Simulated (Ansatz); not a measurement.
# The potential step between two gates: black phosphorene bilayer, AB

Two oppositely charged gates put a neutral stack in a displacement field D. The voltage between them is D/ε₀ times an electrical distance, shorter than the real one because the stack screens.

**Method.** Ansatz 0.2.0, plane waves with PAW datasets (its set soft_2), PBE-D3(BJ); isolated slab, charged sheets 6 Å from the outer atoms behind model barriers, atoms held. Voltages count from the uncharged case.

| run | D/ε₀ (V/nm) | step in an electron's potential, upper less lower gate (eV) |
| --- | --- | --- |
| run 1 | −1.810 | −1.792 |
| run 2 | 0.000 | 0.000 |
| run 3 | 0.905 | 0.896 |
| run 4 | 1.810 | 1.792 |
| run 5 | 2.714 | 2.688 |
| run 6 | 3.619 | ? |

Q: Estimate the withheld value from the rows shown.

A least-squares line through the 5 rows shown has slope 0.9902 and intercept 0.0001; no row lies more than 0.001 eV off it. The size of the slope, 0.990 nm, is the electrical distance; the sheets are 1.924 nm apart, and screening reaches beyond the outer atoms. At 3.619 it gives 0.9902 × 3.619 + 0.0001 = 3.584 eV, beyond the rows fitted. Rounding and scatter of the rows alone allow about ±0.001 eV there.

The run itself gives 3.583 eV: a miss of −0.001 eV, or 0.0 % of the value. Screening stays linear to within 1 % over this range.

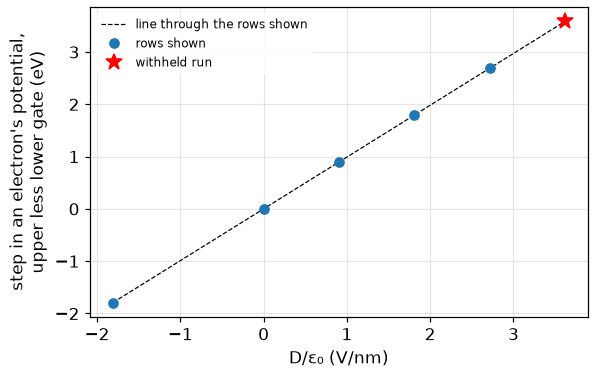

The fit and the withheld run.

**Limits.** The gates are model sheets, not atoms.
